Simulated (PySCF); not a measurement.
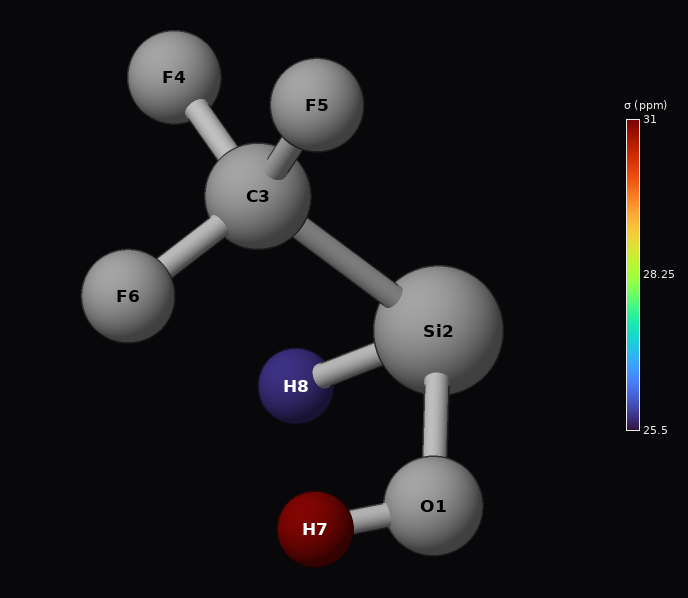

Atoms are coloured by their isotropic NMR shieldings (H only, the others grey). Charge −1, singlet. Computed geometry: PBE0-D3(BJ)/def2-SVP optimisation. No frequency run is at hand to confirm it as a minimum. Level of theory: GIAO PBE0/pcSseg-1 NMR shielding, non-relativistic, gas phase (PySCF 2.14.0).

List the isotropic NMR shieldings of the H atoms.

| atom | σ (ppm) |
| --- | --- |
| H7 | 30.96 |
| H8 | 25.73 |
